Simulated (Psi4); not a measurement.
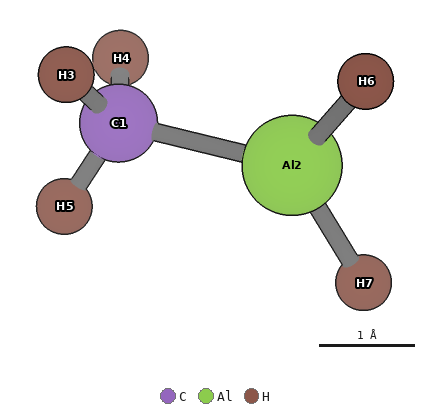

**Figure 1.** The input geometry (ball-and-stick view, seen at a tilt; atoms are numbered from 1 in the order of the input). Sticks mark near contacts. Bond lengths as drawn: Al–C 1.95 Å, Al–H 1.59 Å and C–H 1.09 to 1.10 Å.

**Run report: CH5Al, single-point calculation**

System: CH5Al, SMILES [CH3][AlH2].
Method: M08-HX/jun-cc-pV(D+d)Z, RKS (Psi4 1.11).

The geometry comes from this level: PBE0-D4/def2-TZVP.

### The program's output
```
=> Loading Basis Set <=

    Name: JUN-CC-PV(D+D)Z
    Role: ORBITAL
    Keyword: BASIS

         ---------------------------------------------------------
                                   SCF
                              RKS Reference
                        1 Threads,   1525 MiB Core
         ---------------------------------------------------------

  ==> Geometry <==

    Molecular point group: c1
    Full point group: C1

    Geometry (in Angstrom), charge = 0, multiplicity = 1:

       Center              X                  Y                   Z               Mass
    ------------   -----------------  -----------------  -----------------  -----------------
         C           -0.448500000000    -0.695600000000    -0.355500000000    12.000000000000
         AL           0.562900000000     0.778300000000     0.424700000000    26.981538530000
         H           -1.063100000000    -1.219600000000     0.380800000000     1.007825032230
         H           -1.134400000000    -0.306400000000    -1.118200000000     1.007825032230
         H            0.193400000000    -1.425500000000    -0.855600000000     1.007825032230
         H            0.016000000000     1.549300000000     1.703400000000     1.007825032230
         H            1.934800000000     1.251600000000    -0.225400000000     1.007825032230

  Running in c1 symmetry.

  Rotational constants: A =      2.43454  B =      0.31726  C =      0.29603 [cm^-1]
  Rotational constants: A =  72985.53045  B =   9511.10877  C =   8874.88297 [MHz]
  Nuclear repulsion =   50.618451726653156

  Charge       = 0
  Multiplicity = 1
  Electrons    = 24
  Nalpha       = 12
  Nbeta        = 12

  ==> Algorithm <==

  SCF Algorithm Type is MEM_DF.
  DIIS enabled.
  MOM disabled.
  Fractional occupation disabled.
  Guess Type is SAD.
  Energy threshold   = 1.00e-06
  Density threshold  = 1.00e-06
  Integral threshold = 1.00e-12

  ==> Primary Basis <==

  Basis Set: JUN-CC-PV(D+D)Z
    Blend: JUN-CC-PV(D+D)Z
    Number of shells: 34
    Number of basis functions: 70
    Number of Cartesian functions: 73
    Spherical Harmonics?: true
    Max angular momentum: 2

  ==> DFT Potential <==

   => LibXC <=

    Version 7.1.2

   => Composite Functional: M08-HX <=

    Deriv               =              1
    GGA                 =           TRUE
    Meta                =           TRUE

    Exchange Hybrid     =           TRUE
    MP2 Hybrid          =          FALSE

   => Exchange Functionals <=

    1.0000   XC_HYB_MGGA_X_M08_HX

   => Exact (HF) Exchange <=

    0.5223               HF

   => Correlation Functionals <=

    1.0000   XC_MGGA_C_M08_HX

   => LibXC Density Thresholds  <==

    XC_MGGA_C_M08_HX:  1.00E-15
    XC_HYB_MGGA_X_M08_HX:  1.00E-15

   => Molecular Quadrature <=

    Radial Scheme          =       TREUTLER
    Pruning Scheme         =           NONE
    Nuclear Scheme         =       TREUTLER

    Blocking Scheme        =         OCTREE
    BS radius alpha        =              1
    Pruning alpha          =              1
    Radial Points          =             75
    Spherical Points       =            302
    Total Points           =         153838
    Total Blocks           =           1200
    Max Points             =            256
    Max Functions          =             70
    Weights Tolerance      =       1.00E-15

   => Loading Basis Set <=

    Name: (JUN-CC-PV(D+D)Z AUX)
    Role: JKFIT
    Keyword: DF_BASIS_SCF

  ==> Integral Setup <==

  DFHelper Memory: AOs need 0.013 GiB; user supplied 0.390 GiB.
  SCF_SUBTYPE=INCORE selected. In-core MEM_DF algorithm will be used.
  Using in-core AOs.

  ==> MemDFJK: Density-Fitted J/K Matrices <==

    J tasked:                   Yes
    K tasked:                   Yes
    wK tasked:                   No
    Memory [MiB]:               399
    Algorithm:                 Core
    Schwarz Cutoff:           1E-12
    Mask sparsity (%):       0.0000
    Fitting Condition:        1E-10

   => Auxiliary Basis Set <=

  Basis Set: (JUN-CC-PV(D+D)Z AUX)
    Blend: JUN-CC-PVDZ-JKFIT
    Number of shells: 111
    Number of basis functions: 315
    Number of Cartesian functions: 356
    Spherical Harmonics?: true
    Max angular momentum: 3

  Cached 100.0% of DFT collocation blocks in 0.727 [GiB].

  Minimum eigenvalue in the overlap matrix is 2.0356074761E-03.
  Reciprocal condition number of the overlap matrix is 3.1931752244E-04.
    Using symmetric orthogonalization.

  ==> Pre-Iterations <==

  SCF Guess: Superposition of Atomic Densities via on-the-fly atomic UHF (no occupation information).

   -------------------------
    Irrep   Nso     Nmo
   -------------------------
     A         70      70
   -------------------------
    Total      70      70
   -------------------------

  ==> Iterations <==

                           Total Energy        Delta E     RMS |[F,P]|

   @DF-RKS iter SAD:  -282.81393122995109   -2.82814e+02   0.00000e+00
   @DF-RKS iter   1:  -283.30478021278486   -4.90849e-01   8.76399e-03 ADIIS/DIIS
   @DF-RKS iter   2:  -283.32039260194011   -1.56124e-02   7.80909e-03 ADIIS/DIIS
   @DF-RKS iter   3:  -283.50055775802014   -1.80165e-01   4.45974e-04 ADIIS/DIIS
   @DF-RKS iter   4:  -283.50123834429394   -6.80586e-04   5.04745e-05 DIIS
   @DF-RKS iter   5:  -283.50125008503352   -1.17407e-05   1.20466e-05 DIIS
   @DF-RKS iter   6:  -283.50125070968727   -6.24654e-07   4.43047e-06 DIIS
   @DF-RKS iter   7:  -283.50125076410887   -5.44216e-08   2.72809e-06 DIIS
   @DF-RKS iter   8:  -283.50125078376800   -1.96591e-08   6.61475e-07 DIIS
  Energy and wave function converged.

  ==> Post-Iterations <==

   Electrons on quadrature grid:
      Ntotal   =   23.9999887735 ; deviation = -1.123e-05

    Orbital Energies [Eh]
    ---------------------

    Doubly Occupied:

       1A    -56.840541     2A    -10.511033     3A     -4.355766
       4A     -2.877645     5A     -2.872123     6A     -2.871512
       7A     -0.772356     8A     -0.462558     9A     -0.460480
      10A     -0.457292    11A     -0.347707    12A     -0.345417

    Virtual:

      13A     -0.047763    14A     -0.024445    15A     -0.003570
      16A     -0.000890    17A      0.015492    18A      0.042701
      19A      0.051008    20A      0.051750    21A      0.071527
      22A      0.088602    23A      0.115098    24A      0.130696
      25A      0.182250    26A      0.193426    27A      0.269394
      28A      0.278979    29A      0.289038    30A      0.302556
      31A      0.308532    32A      0.323835    33A      0.386038
      34A      0.409757    35A      0.430661    36A      0.513648
      37A      0.624575    38A      0.637024    39A      0.647299
      40A      0.710092    41A      0.723447    42A      0.781354
      43A      0.810926    44A      0.900989    45A      1.073698
      46A      1.107160    47A      1.205084    48A      1.435313
      49A      1.444603    50A      1.462186    51A      1.484320
      52A      1.565721    53A      1.613793    54A      1.658751
      55A      1.697150    56A      1.710248    57A      1.770987
      58A      1.817041    59A      1.904804    60A      1.997013
      61A      2.118880    62A      2.145826    63A      2.185982
      64A      2.239971    65A      2.293330    66A      2.354858
      67A      2.410395    68A      2.490091    69A      2.499416
      70A      2.529654

    Final Occupation by Irrep:
              A
    DOCC [    12 ]
    NA   [    12 ]
    NB   [    12 ]

  @DF-RKS Final Energy:  -283.50125078376800

   => Energetics <=

    Nuclear Repulsion Energy =             50.6184517266531557
    One-Electron Energy =                -491.5660038207224716
    Two-Electron Energy =                 170.2532840154250380
    DFT Exchange-Correlation Energy =     -12.8069827051237546
    Empirical Dispersion Energy =           0.0000000000000000
    VV10 Nonlocal Energy =                  0.0000000000000000
    Total Energy =                       -283.5012507837680005

Computation Completed

Properties will be evaluated at   0.000000,   0.000000,   0.000000 [a0]

Properties computed using the SCF density matrix

 Multipole Moments:

 ------------------------------------------------------------------------------------
     Multipole            Electronic (a.u.)      Nuclear  (a.u.)        Total (a.u.)
 ------------------------------------------------------------------------------------

 L = 1.  Multiply by 2.5417464519 to convert [e a0] to [Debye]
 Dipole X            :         -8.8010705            8.6424735           -0.1585970
 Dipole Y            :        -11.1857643           10.9485063           -0.2372580
 Dipole Z            :         -6.3066864            6.1852626           -0.1214238
 Magnitude           :                                                    0.3101421

 ------------------------------------------------------------------------------------

	total time  =          5 seconds =       0.08 minutes
```

### Standard output
```
E = -283.501250784
```

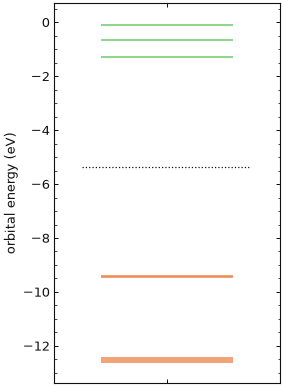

**Figure 2.** Orbital energies near the frontier; the dotted line parts filled from empty levels, and levels within 0.02 eV of each other stand side by side. Highest filled −9.40 eV, lowest empty −1.30 eV, 8.10 eV apart.

This output came from the following input.

### Input (ch5al.py)
```python
import psi4

psi4.set_memory(1600000000)
psi4.set_num_threads(1)
psi4.core.set_output_file('output.dat', False)

with open('ch5al.xyz') as f:
    atoms = ''.join(f.readlines()[2:])
m = psi4.geometry('0 1\n' + atoms + 'symmetry c1\nno_reorient\nno_com')

psi4.set_options({
    'basis': 'jun-cc-pV(D+d)Z',
    'reference': 'rks',
    'scf_type': 'mem_df',
    'diis_max_vecs': 3,
})

E = psi4.energy("m08-hx", molecule=m)
print('E =', round(E, 9))
```

### File ch5al.xyz
```
7
CH5Al
C     -0.448500    -0.695600    -0.355500
Al     0.562900     0.778300     0.424700
H     -1.063100    -1.219600     0.380800
H     -1.134400    -0.306400    -1.118200
H      0.193400    -1.425500    -0.855600
H      0.016000     1.549300     1.703400
H      1.934800     1.251600    -0.225400
```

Run as:
```bash
python ch5al.py
```

### Results in brief

| quantity | value |
| --- | --- |
| outcome | converged |
| total energy | −283.501251 hartree |
| basis functions | 70 |
| HOMO | −9.40 eV |
| LUMO | −1.30 eV |
| dipole moment | 0.79 D |
| hardware | 1 thread of AMD EPYC (Zen 5), 16 GiB of memory available, shared host |
| wall time | 6.6 s |
| peak memory | 1 GiB |

### Remarks

Settings chosen away from the usual ones: diis_max_vecs set to 3.
